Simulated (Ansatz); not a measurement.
# One shape, several levels: C3H11AlO (SMILES C[Al-](C)(C)[OH2+])

We compute a comparison of 6 runs (HF/3-21G, B3LYP/6-31G*, BHLYP/6-31G*, revPBE/6-31G*, wB97X/6-31G*, RPA@PBE/6-31G*) of C3H11AlO. 

The results are computed with Ansatz 0.2.0.

71 further runs of the same task are left out: 2 that didn't finish, 69 set aside as unsound or not needed.

## 1. The molecule

C3H11AlO has 16 atoms, charge 0, and is taken as a singlet. As SMILES, `C[Al-](C)(C)[OH2+]`. The Al2–O5 distance was set to 2.365 Å, away from the relaxed value.

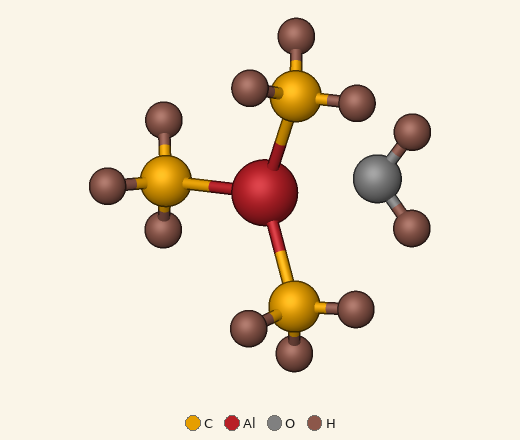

The structure, seen from a chosen angle (carbon amber, aluminium red, oxygen grey, hydrogen brown).

## 2. A single-point energy at HF/3-21G (run 1)

job.yaml reads:

```yaml
crystal:
  periodic: [false, false, false]
  atoms:
    - {symbol: C, position_ang: [-0.434918, 0.600243, -1.909675]}
    - {symbol: Al, position_ang: [0.288642, -0.263397, -0.282545]}
    - {symbol: C, position_ang: [1.901992, 0.531503, 0.543515]}
    - {symbol: C, position_ang: [-0.007688, -2.194007, -0.054435]}
    - {symbol: O, position_ang: [-1.268240, 0.678630, 1.227590]}
    - {symbol: H, position_ang: [-0.382688, 1.695213, -1.883715]}
    - {symbol: H, position_ang: [0.134012, 0.291773, -2.794225]}
    - {symbol: H, position_ang: [-1.476148, 0.322733, -2.114685]}
    - {symbol: H, position_ang: [2.046612, 0.221033, 1.585595]}
    - {symbol: H, position_ang: [1.910362, 1.627743, 0.520065]}
    - {symbol: H, position_ang: [2.804592, 0.211223, 0.010635]}
    - {symbol: H, position_ang: [0.186462, -2.528087, 0.970225]}
    - {symbol: H, position_ang: [0.657172, -2.774537, -0.704245]}
    - {symbol: H, position_ang: [-1.030648, -2.492237, -0.307145]}
    - {symbol: H, position_ang: [-0.808840, 1.221910, 1.877580]}
    - {symbol: H, position_ang: [-1.880870, 1.252980, 0.754900]}
basis:
  gaussian:
    orbitals: 3-21G.json
output: {orbitals: {seedname: orbitals}}
accuracy: high
hamiltonian:
  xc: hf
```

The basis set 3-21G is read from a file made from the Basis Set Exchange's data (not shown).

Started as:

```
ansatz run job.yaml --threads 1 --pin off --max-ram 3480MiB --events-out events.jsonl --progress --plain --runs-dir runs
```

Standard output:

```text
Warning: RAYON_NUM_THREADS=1 ignored (pool sized by the plan → 1); use --threads N
Functional definition: HF
  name "HF"
  exchange = exact_x
  correlation = 0
1712 factors; integrals over basis functions are off by at most 1.5e-8 eV
mean field evaluation 1: about -11817.8611 eV, gradient 3.9e1 eV
mean field evaluation 2: about -11818.1249 eV, gradient 4.0e1 eV
mean field evaluation 4: about -11821.6215 eV, gradient 2.7e0 eV
mean field evaluation 8: about -11821.6460 eV, gradient 1.4e-1 eV
mean field evaluation 16: about -11821.6461 eV, gradient 4.0e-8 eV
mean field -11821.64612555 eV, -434.4374821146 hartree, gradient 4.0e-8 eV, S^2 0.000000; 0 other end points of the search recorded, 0 dependent functions left out
reference -11821.64612555 eV, -434.4374821146 hartree; 25, 25 occupied and 46, 46 virtual orbitals, 1712 factors
Total energy: -11821.64612555 eV, -434.4374821146 hartree
```

Run time: 1.6 s. Hardware: 1 thread of Arm Neoverse V1, shared host; peak memory 0.18 GiB.

## 3. A single-point energy at B3LYP/6-31G(d) (spherical functions) (run 2)

job.yaml reads:

```yaml
crystal:
  periodic: [false, false, false]
  atoms:
    - symbol: C
      position_ang: [-0.434918, 0.600243, -1.909675]
    - symbol: Al
      position_ang: [0.288642, -0.263397, -0.282545]
    - symbol: C
      position_ang: [1.901992, 0.531503, 0.543515]
    - symbol: C
      position_ang: [-0.007688, -2.194007, -0.054435]
    - symbol: O
      position_ang: [-1.268240, 0.678630, 1.227590]
    - symbol: H
      position_ang: [-0.382688, 1.695213, -1.883715]
    - symbol: H
      position_ang: [0.134012, 0.291773, -2.794225]
    - symbol: H
      position_ang: [-1.476148, 0.322733, -2.114685]
    - symbol: H
      position_ang: [2.046612, 0.221033, 1.585595]
    - symbol: H
      position_ang: [1.910362, 1.627743, 0.520065]
    - symbol: H
      position_ang: [2.804592, 0.211223, 0.010635]
    - symbol: H
      position_ang: [0.186462, -2.528087, 0.970225]
    - symbol: H
      position_ang: [0.657172, -2.774537, -0.704245]
    - symbol: H
      position_ang: [-1.030648, -2.492237, -0.307145]
    - symbol: H
      position_ang: [-0.808840, 1.221910, 1.877580]
    - symbol: H
      position_ang: [-1.880870, 1.252980, 0.754900]
basis:
  gaussian:
    orbitals: 6-31G_st_-spherical.json
total_charge: 0
magnetization:
  spin_polarized: false
hamiltonian:
  xc: {name: B3LYP}
accuracy: high
output: {orbitals: {seedname: orbitals}}
```

The basis set 6-31G* is read from a file made from the Basis Set Exchange's data (not shown).

Started as:

```
ansatz run job.yaml --threads 1 --pin off --max-ram 3480MiB --events-out events.jsonl --progress --plain --runs-dir runs
```

Standard output:

```text
Warning: RAYON_NUM_THREADS=1 ignored (pool sized by the plan → 1); use --threads N
Functional definition: B3LYP
  name "B3LYP"
  parameter a0 = 0.2
  parameter ax = 0.72
  parameter ac = 0.81
  exchange = (1 - a0 - ax)*slater_x + ax*b88_x + a0*exact_x
  correlation = (1 - ac)*vwn_rpa_c + ac*lyp_c
2369 factors; integrals over basis functions are off by at most 7.2e-9 eV
mean field evaluation 1: about -11918.6480 eV, gradient 8.6e1 eV
mean field evaluation 2: about -11910.5113 eV, gradient 1.0e2 eV
mean field evaluation 4: about -11935.1421 eV, gradient 3.9e0 eV
mean field evaluation 8: about -11935.4225 eV, gradient 1.8e-1 eV
mean field evaluation 16: about -11935.4226 eV, gradient 1.3e-5 eV
mean field -11935.42260048 eV, -438.6186904477 hartree, gradient 7.8e-8 eV, S^2 0.000000; 0 other end points of the search recorded, 0 dependent functions left out
reference -11935.42264924 eV, -438.6186922395 hartree; 25, 25 occupied and 71, 71 virtual orbitals, 2369 factors
Total energy: -11935.42264924 eV, -438.6186922395 hartree
```

It took 14 s on 1 thread of Arm Neoverse V1, shared host; peak memory 0.38 GiB.

Run 3 isn't shown in full; the table further down has it.

## 4. The energy at revPBE/6-31G(d) (spherical functions) (run 4)

input.yaml reads:

```yaml
crystal:
  periodic: [false, false, false]
  atoms:
    - symbol: C
      position_ang: [-0.434918, 0.600243, -1.909675]
    - symbol: Al
      position_ang: [0.288642, -0.263397, -0.282545]
    - symbol: C
      position_ang: [1.901992, 0.531503, 0.543515]
    - symbol: C
      position_ang: [-0.007688, -2.194007, -0.054435]
    - symbol: O
      position_ang: [-1.268240, 0.678630, 1.227590]
    - symbol: H
      position_ang: [-0.382688, 1.695213, -1.883715]
    - symbol: H
      position_ang: [0.134012, 0.291773, -2.794225]
    - symbol: H
      position_ang: [-1.476148, 0.322733, -2.114685]
    - symbol: H
      position_ang: [2.046612, 0.221033, 1.585595]
    - symbol: H
      position_ang: [1.910362, 1.627743, 0.520065]
    - symbol: H
      position_ang: [2.804592, 0.211223, 0.010635]
    - symbol: H
      position_ang: [0.186462, -2.528087, 0.970225]
    - symbol: H
      position_ang: [0.657172, -2.774537, -0.704245]
    - symbol: H
      position_ang: [-1.030648, -2.492237, -0.307145]
    - symbol: H
      position_ang: [-0.808840, 1.221910, 1.877580]
    - symbol: H
      position_ang: [-1.880870, 1.252980, 0.754900]
basis:
  gaussian: {orbitals: 6-31G_st_-spherical.json}
hamiltonian: {xc: {name: revPBE}}
accuracy: high
output: {orbitals: {seedname: orbitals}}
```

The basis set 6-31G* is read from a file made from the Basis Set Exchange's data (not shown).

Started as:

```
ansatz run input.yaml --threads 1 --pin off --max-ram 3480MiB --events-out events.jsonl --progress --plain --runs-dir runs
```

Standard output:

```text
Warning: RAYON_NUM_THREADS=1 ignored (pool sized by the plan → 1); use --threads N
Functional definition: revPBE
  name "revPBE"
  parameter kappa = 1.245
  parameter beta = 0.06672455060314922
  exchange = pbe_x(kappa = kappa, mu = beta*pi^2/3)
  correlation = pbe_c(beta = beta)
2369 factors; integrals over basis functions are off by at most 7.2e-9 eV
mean field evaluation 1: about -11910.4635 eV, gradient 9.6e1 eV
mean field evaluation 2: about -11885.8795 eV, gradient 1.3e2 eV
mean field evaluation 4: about -11931.1444 eV, gradient 8.7e0 eV
mean field evaluation 8: about -11931.2903 eV, gradient 1.2e-1 eV
mean field evaluation 16: about -11931.2903 eV, gradient 1.3e-5 eV
mean field -11931.29033671 eV, -438.4668325552 hartree, gradient 4.1e-8 eV, S^2 0.000000; 0 other end points of the search recorded, 0 dependent functions left out
reference -11931.29034232 eV, -438.4668327611 hartree; 25, 25 occupied and 71, 71 virtual orbitals, 2369 factors
Total energy: -11931.29034232 eV, -438.4668327611 hartree
```

Run time: 12 s. Hardware: 1 thread of Arm Neoverse V1, shared host; peak memory 0.29 GiB.

Run 5 isn't shown in full; the table further down has it.

## 5. A single-point energy at RPA@PBE/6-31G(d) (spherical functions) (run 6)

run.yaml reads:

```yaml
crystal:
  periodic: [false, false, false]
  atoms:
    - {symbol: C, position_ang: [-0.434918, 0.600243, -1.909675]}
    - {symbol: Al, position_ang: [0.288642, -0.263397, -0.282545]}
    - {symbol: C, position_ang: [1.901992, 0.531503, 0.543515]}
    - {symbol: C, position_ang: [-0.007688, -2.194007, -0.054435]}
    - {symbol: O, position_ang: [-1.268240, 0.678630, 1.227590]}
    - {symbol: H, position_ang: [-0.382688, 1.695213, -1.883715]}
    - {symbol: H, position_ang: [0.134012, 0.291773, -2.794225]}
    - {symbol: H, position_ang: [-1.476148, 0.322733, -2.114685]}
    - {symbol: H, position_ang: [2.046612, 0.221033, 1.585595]}
    - {symbol: H, position_ang: [1.910362, 1.627743, 0.520065]}
    - {symbol: H, position_ang: [2.804592, 0.211223, 0.010635]}
    - {symbol: H, position_ang: [0.186462, -2.528087, 0.970225]}
    - {symbol: H, position_ang: [0.657172, -2.774537, -0.704245]}
    - {symbol: H, position_ang: [-1.030648, -2.492237, -0.307145]}
    - {symbol: H, position_ang: [-0.808840, 1.221910, 1.877580]}
    - {symbol: H, position_ang: [-1.880870, 1.252980, 0.754900]}
basis:
  gaussian:
    orbitals: 6-31G_st_-spherical.json
hamiltonian:
  xc: pbe
correlation:
  method: rpa
  frozen_orbitals: {Al: 5, C: 1, H: 0, O: 1}
accuracy: high
```

The basis set 6-31G* is read from a file made from the Basis Set Exchange's data (not shown).

Started as:

```
ansatz run run.yaml --threads 1 --pin off --max-ram 3480MiB --events-out events.jsonl --progress --plain --runs-dir runs
```

Standard output:

```text
Warning: RAYON_NUM_THREADS=1 ignored (pool sized by the plan → 1); use --threads N
Functional definition: PBE
  name "PBE"
  parameter kappa = 0.804
[... 3 set-up lines as earlier in the session ...]
2369 factors; integrals over basis functions are off by at most 7.2e-9 eV
mean field evaluation 1: about -11901.5474 eV, gradient 9.8e1 eV
mean field evaluation 2: about -11901.5296 eV, gradient 9.8e1 eV
mean field evaluation 4: about -11923.1184 eV, gradient 1.5e1 eV
mean field evaluation 8: about -11923.4935 eV, gradient 4.9e-1 eV
mean field evaluation 16: about -11923.4943 eV, gradient 1.4e-5 eV
mean field -11923.49432228 eV, -438.1803343091 hartree, gradient 7.2e-8 eV, S^2 0.000000; 0 other end points of the search recorded, 0 dependent functions left out
9 core orbitals not correlated: weight in the atoms' cores, before any rotation towards them, 1.000 or more for the frozen orbitals, at most 0.000 for the correlated occupied ones
reference -11884.68329044 eV, -436.7540551962 hartree; 16, 16 occupied and 71, 71 virtual orbitals, 2369 factors
Total energy: -11913.31365473 eV, -437.8062016774 hartree
```

It took 21 s on 1 thread of Arm Neoverse V1, shared host; peak memory 0.41 GiB.

## 6. The series

```tsv
run	level	frozen core orbitals	energy (Eh)	HOMO energy (eV)	LUMO energy (eV)	HOMO–LUMO gap (eV)	wall time
1	HF/3-21G	–	-434.437482	-9.87	4.34	14.21	1.6 s
2	B3LYP/6-31G* (spherical functions)	–	-438.618692	-6.45	0.11	6.56	14 s
3	BHLYP/6-31G* (spherical functions)	–	-438.470880	-7.95	1.24	9.20	13 s
4	revPBE/6-31G* (spherical functions)	–	-438.466833	-5.33	-0.37	4.96	12 s
5	wB97X/6-31G* (spherical functions)	–	-438.537618	-9.16	2.66	11.82	50 s
6	RPA@PBE/6-31G* (spherical functions)	9	-437.806202	–	–	–	21 s
```

## 7. Summary of results

| quantity | value |
| --- | --- |
| run 6: total energy | -437.80620 Eh |
| run 6: RPA correlation energy (valence) | -1052.1 mEh |

**Reading.** Over runs 1, 2, 3, 4, 5 the HOMO–LUMO gap runs from 4.96 eV (revPBE/6-31G*) to 14.21 eV (HF/3-21G). The two ends differ in method and basis. Totals of different functionals can't be ranked against each other. All runs together took 1.9 min, the longest 50 s.
